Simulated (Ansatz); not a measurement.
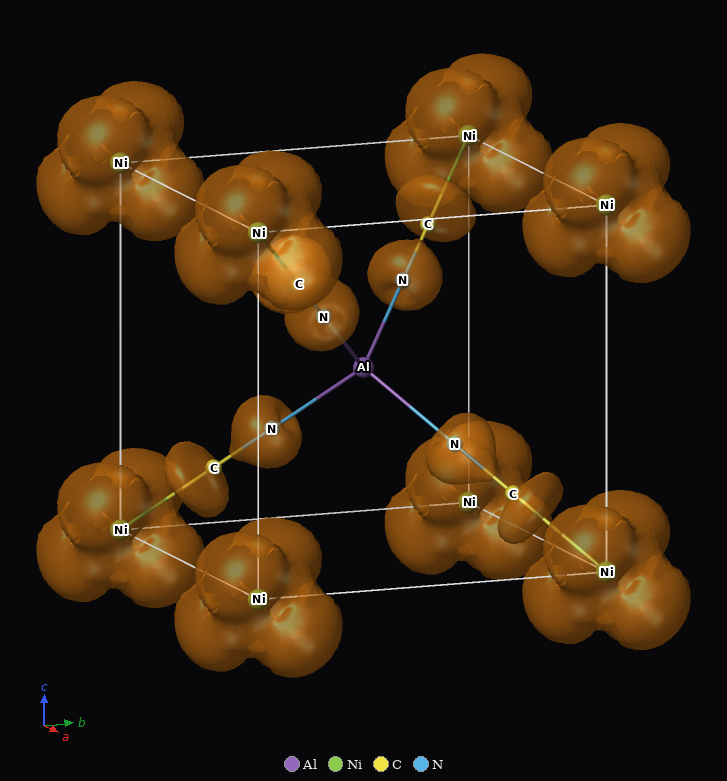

*AlNiC4N4. Isosurfaces of the spin density (up minus down) at +0.01 (orange) and −0.01 e/Å³ (purple), seen slightly off an axis. Sticks mark near contacts.*

Space group P-43m; a structure generated by program, which may or may not match a known phase; spin-polarised.

The calculation used Ansatz, DFT PBE, scalar-relativistic, plane waves, PAW.

In a PAW calculation such maps are meaningful between the atoms, not at the nuclei.

```
Al Ni C N
1.0
     5.65565    0.00000    0.00000
     0.00000    5.65565    0.00000
     0.00000    0.00000    5.65565
Al Ni C N
1 1 4 4
Direct
  0.50000 0.50000 0.50000
  0.00000 0.00000 0.00000
  0.19179 0.19179 0.19179
  0.19179 0.80821 0.80821
  0.80821 0.19179 0.80821
  0.80821 0.80821 0.19179
  0.31200 0.31200 0.31200
  0.31200 0.68800 0.68800
  0.68800 0.31200 0.68800
  0.68800 0.68800 0.31200
```

Which atoms carry the moments, and with what signs?

The spin density sits on Ni: +0.7 μB in one cell of 10 atoms: parallel moments, as they must be, since the calculation's own cell holds one magnetic site. The cell of the calculation (10 atoms) carries 1.0 μB of net spin moment. Only one sign reaches the isovalue.
